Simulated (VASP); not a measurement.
Energy against volume of CoGa (CsCl type). These are PBE GGA with D3 dispersion (zero damping), VASP's PBE PAW potentials (set 64) (plane waves; VASP) values and carry that method's errors.

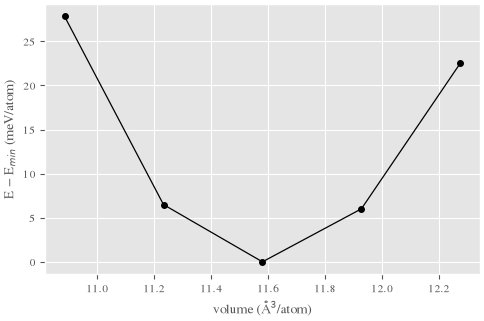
Fig. 1. Energy against volume

**Question.** Estimate the equilibrium volume and the bulk modulus.

**Answer.** The minimum lies near 11.6 Å³/atom, and the curvature gives B0 of about 190 GPa.

The compound is CoGa in the CsCl type structure. It was relaxed first. The run is not spin-polarised, so no magnetic state was tried.
